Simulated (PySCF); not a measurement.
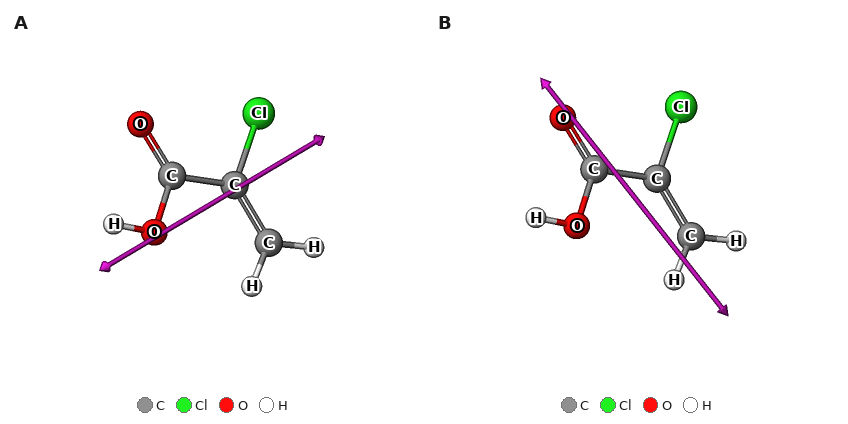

The double arrows show the directions of two transition dipoles from the ground state (lengths mean nothing). The computed structure is the end point of a GFN2-xTB optimisation. No frequency run is at hand to confirm it as a minimum. Method: TDDFT PBE0/def2-SVPD, vertical, gas phase, core orbitals frozen in the response (PySCF 2.14.0).

> One belongs to singlet state 4 and one to singlet state 7. Which is which?

A: state 7, 7.68 eV (161 nm), oscillator strength 0.10, mainly HOMO−1 → LUMO+1 (weight 0.65).
B: state 4, 6.94 eV (179 nm), oscillator strength 0.096, mainly HOMO−3 → LUMO (weight 0.87).
